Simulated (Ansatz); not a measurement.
Run report: WNH$_{6}$F$_{3}$, geometry relaxation (part 2 of 2)

WNH$_{6}$F$_{3}$; RHF/def2-SVP (Ansatz 0.2.0). It belongs to a series of runs on one base structure; here: end point B relaxed.

Geometry of the input (Å):
```
W  0.1604  -0.3425  -0.3202
H  -0.3420  -0.5487  2.5508
H  1.5873  0.4132  -0.7145
H  0.6386  0.9575  0.5979
F  -1.4664  0.5410  -0.0235
F  -0.6331  -2.0086  0.1075
F  0.0246  -0.2588  -2.1581
N  1.6620  -1.3307  0.5908
H  1.4724  -2.1974  1.0618
H  2.5927  -0.9954  0.7463
H  0.2932  -0.7756  2.3243
```

### Trajectory as extended XYZ, continued
```
11
Properties=species:S:1:pos:R:3:forces:R:3 step=4 energy=-11493.49991
W     0.2278   -0.3582   -0.4014    0.0515  -0.0632   0.0029
H    -0.6060   -0.4951    2.9076    0.1969  -0.0671   0.0088
H     1.6406    0.4323   -0.8022    0.0295   0.0013   0.0031
H     0.7117    0.9234    0.5403   -0.0209  -0.0083  -0.0208
F    -1.4141    0.4864   -0.0431    0.0428  -0.0548   0.0289
F    -0.5705   -2.0244    0.0440   -0.0113   0.0456   0.0160
F     0.0588   -0.2606   -2.2390    0.0008   0.0205  -0.0437
N     1.6931   -1.3293    0.4125    0.1311  -0.1092   0.1359
H     1.5072   -2.1906    0.9065    0.0093   0.1945  -0.1490
H     2.6323   -1.0038    0.5635   -0.1921  -0.0382  -0.0620
H     0.1087   -0.7259    2.8744   -0.2376   0.0789   0.0800
11
Properties=species:S:1:pos:R:3:forces:R:3 step=7 energy=-11493.52782
W     0.2650   -0.3612   -0.4854   -0.0475  -0.0558   0.0560
H    -0.7472   -0.4948    3.1863    0.1013  -0.0305   0.0106
H     1.6840    0.4283   -0.8691    0.0315   0.0120   0.0010
H     0.7244    0.9251    0.4579    0.0104  -0.0012  -0.0098
F    -1.3863    0.4460   -0.0831    0.0184   0.0096  -0.0170
F    -0.5352   -2.0114    0.0114    0.0031   0.0015  -0.0211
F     0.0888   -0.2297   -2.3211   -0.0011  -0.0049   0.0186
N     1.7283   -1.3376    0.3190   -0.0715   0.0744  -0.0779
H     1.5317   -2.1910    0.8119    0.0435  -0.0115   0.0132
H     2.6703   -1.0214    0.4385    0.0191  -0.0279   0.0256
H    -0.0343   -0.6982    3.2966   -0.1072   0.0344   0.0008
11
Properties=species:S:1:pos:R:3:forces:R:3 step=9 energy=-11493.53039
W     0.2730   -0.3623   -0.5111   -0.0121  -0.0128   0.0285
H    -0.7919   -0.4972    3.2830    0.0736  -0.0203   0.0175
H     1.6887    0.4302   -0.8981    0.0356   0.0169   0.0089
H     0.7381    0.9201    0.4367   -0.0065  -0.0128  -0.0044
F    -1.3773    0.4459   -0.1095    0.0050   0.0083   0.0015
F    -0.5236   -2.0166   -0.0256   -0.0060  -0.0125  -0.0012
F     0.0951   -0.2261   -2.3454   -0.0134  -0.0039  -0.0170
N     1.7409   -1.3401    0.2808   -0.0125  -0.0146  -0.0145
H     1.5557   -2.2017    0.7651   -0.0046   0.0188  -0.0014
H     2.6828   -1.0249    0.4039    0.0183   0.0100  -0.0008
H    -0.0919   -0.6732    3.4832   -0.0774   0.0231  -0.0171
11
Properties=species:S:1:pos:R:3:forces:R:3 step=12 energy=-11493.53151
W     0.2813   -0.3675   -0.5079   -0.0008   0.0021  -0.0282
H    -0.8436   -0.5083    3.2687    0.1239  -0.0176   0.0558
H     1.6915    0.4362   -0.9052   -0.0142  -0.0099   0.0033
H     0.7578    0.9006    0.4506    0.0038   0.0063   0.0056
F    -1.3630    0.4364   -0.0736    0.0036  -0.0007   0.0025
F    -0.5067   -2.0262   -0.0216    0.0101   0.0023  -0.0001
F     0.0720   -0.2104   -2.3384    0.0034   0.0001   0.0222
N     1.7654   -1.3537    0.2414    0.0162   0.0135  -0.0035
H     1.5892   -2.2177    0.7240    0.0007  -0.0048   0.0049
H     2.7093   -1.0370    0.3512   -0.0187  -0.0106  -0.0046
H    -0.1637   -0.5982    3.5738   -0.1280   0.0194  -0.0580
11
Properties=species:S:1:pos:R:3:forces:R:3 step=15 energy=-11493.53252 accepted=F
W     0.2954   -0.3810   -0.4434   -0.0400  -0.0002   0.0076
H    -0.9715   -0.4751    3.1198    0.1121   0.0083   0.0602
H     1.6762    0.4392   -0.8977    0.0139   0.0010   0.0020
H     0.8210    0.8641    0.5218    0.0053  -0.0225  -0.0104
F    -1.3264    0.4010    0.1132    0.0834  -0.0383  -0.0373
F    -0.4543   -2.0556    0.0482    0.0051   0.0067  -0.0033
F    -0.0234   -0.1655   -2.2530    0.0117  -0.0128   0.0743
N     1.8284   -1.3860    0.1806   -0.0813   0.0382  -0.0154
H     1.6830   -2.2630    0.6514    0.0070   0.0239  -0.0198
H     2.7776   -1.0722    0.2373   -0.0044   0.0038  -0.0024
H    -0.3165   -0.4519    3.4850   -0.1127  -0.0079  -0.0556
11
Properties=species:S:1:pos:R:3:forces:R:3 step=18 energy=-11493.53339
W     0.2947   -0.3791   -0.4572   -0.0081  -0.0065   0.0127
H    -0.9563   -0.4706    3.1558    0.0101   0.0028   0.0047
H     1.6794    0.4396   -0.9034    0.0092  -0.0002  -0.0115
H     0.8173    0.8673    0.5068   -0.0058  -0.0028  -0.0004
F    -1.3284    0.4072    0.0798    0.0108  -0.0034  -0.0021
F    -0.4599   -2.0514    0.0343   -0.0041  -0.0011   0.0006
F    -0.0093   -0.1760   -2.2692    0.0053   0.0019   0.0068
N     1.8200   -1.3797    0.1841   -0.0053   0.0062   0.0020
H     1.6716   -2.2543    0.6575    0.0025   0.0035  -0.0089
H     2.7684   -1.0650    0.2475   -0.0026   0.0014  -0.0002
H    -0.3079   -0.4836    3.5271   -0.0119  -0.0018  -0.0037
11
Properties=species:S:1:pos:R:3:forces:R:3 step=20 energy=-11493.53382
W     0.3048   -0.3876   -0.4374    0.0176   0.0118  -0.0133
H    -1.0216   -0.4064    3.1253    0.0565   0.0003   0.0379
H     1.6761    0.4398   -0.9126   -0.0205  -0.0025   0.0055
H     0.8469    0.8469    0.5311    0.0082  -0.0063  -0.0071
F    -1.3053    0.3886    0.1528    0.0104  -0.0152  -0.0094
F    -0.4317   -2.0683    0.0531    0.0108   0.0091  -0.0026
F    -0.0488   -0.1608   -2.2381    0.0054  -0.0032   0.0301
N     1.8516   -1.3909    0.1469   -0.0112  -0.0078  -0.0010
H     1.7213   -2.2749    0.6082   -0.0046   0.0122  -0.0032
H     2.8007   -1.0738    0.1875   -0.0154   0.0007  -0.0025
H    -0.4044   -0.4584    3.5460   -0.0571   0.0011  -0.0345
11
Properties=species:S:1:pos:R:3:forces:R:3 step=23 energy=-11493.53444
W     0.3102   -0.3925   -0.4377    0.0038  -0.0014  -0.0082
H    -1.0416   -0.3508    3.1374    0.0275  -0.0012   0.0208
H     1.6744    0.4430   -0.9163   -0.0052   0.0015  -0.0021
H     0.8581    0.8364    0.5348   -0.0024  -0.0036  -0.0033
F    -1.2981    0.3728    0.1712    0.0127  -0.0063  -0.0040
F    -0.4169   -2.0791    0.0461    0.0062   0.0031  -0.0021
F    -0.0581   -0.1537   -2.2337    0.0057  -0.0012   0.0229
N     1.8639   -1.3955    0.1275   -0.0004  -0.0010   0.0027
H     1.7394   -2.2825    0.5846   -0.0039   0.0081  -0.0049
H     2.8122   -1.0754    0.1641   -0.0158  -0.0010  -0.0029
H    -0.4541   -0.4686    3.5849   -0.0283   0.0031  -0.0188
11
Properties=species:S:1:pos:R:3:forces:R:3 step=26 energy=-11493.53502
W     0.3177   -0.4008   -0.4368   -0.0017   0.0043  -0.0062
H    -1.0633   -0.2692    3.1554    0.0102  -0.0023   0.0092
H     1.6720    0.4471   -0.9210    0.0021   0.0029   0.0059
H     0.8682    0.8198    0.5442    0.0053  -0.0026   0.0008
F    -1.2873    0.3482    0.1994   -0.0023  -0.0020   0.0011
F    -0.3957   -2.0972    0.0323    0.0003  -0.0016  -0.0022
F    -0.0701   -0.1411   -2.2251   -0.0042  -0.0029  -0.0005
N     1.8811   -1.4020    0.1017    0.0113  -0.0085   0.0064
H     1.7653   -2.2957    0.5479   -0.0013   0.0107  -0.0029
H     2.8277   -1.0769    0.1339   -0.0085  -0.0022  -0.0029
H    -0.5260   -0.4780    3.6312   -0.0112   0.0043  -0.0087
```

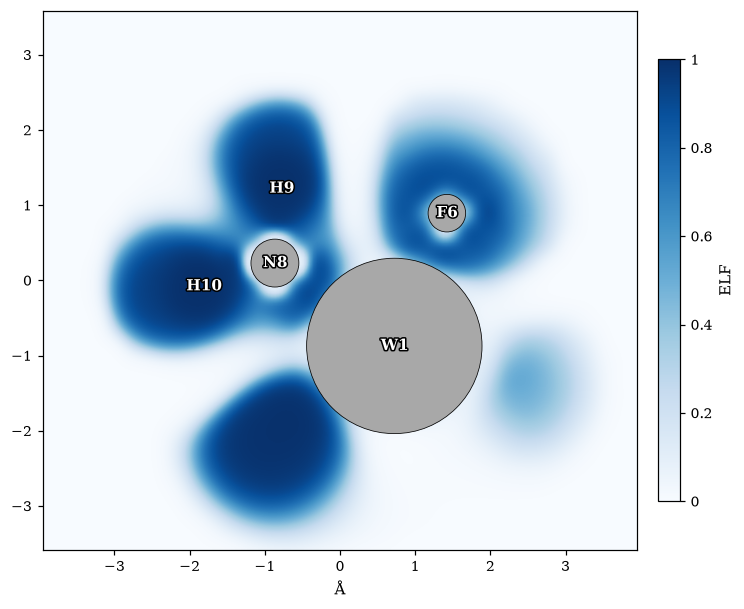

Fig. 1: ELF on the plane of atoms F6, W1 and N8. Grey discs, where drawn, cover atomic cores. W–N (1.93 Å): the ELF peaks at about 0.90 in the valence shell of N, 0.6 Å from its nucleus, and is about 0.35 at the midpoint. W–F (1.90 Å): the ELF peaks at about 0.85 in the valence shell of F, 0.5 Å from its nucleus, and drops to about 0.20 between the two atoms.

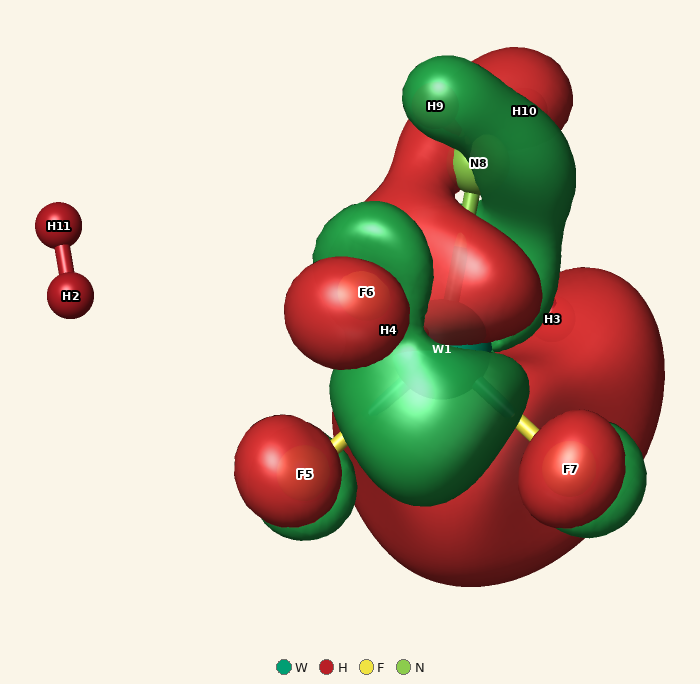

Fig. 2: The LUMO at ±0.06 Å⁻³ᐟ² (green and red are the two phases), seen face on. By Hirshfeld shares it lies mainly on W1 (70 %). Its energy is 0.52 eV.

### Key numbers

- outcome: converged
- total energy: −11493.5350 eV
- mean-field energy: −11493.5350 eV
- largest force (length of the vector) at the end: 0.016 eV/Å
- wall time: 87 s (CPU time 2.8 min)
- peak memory: 0.26 GiB
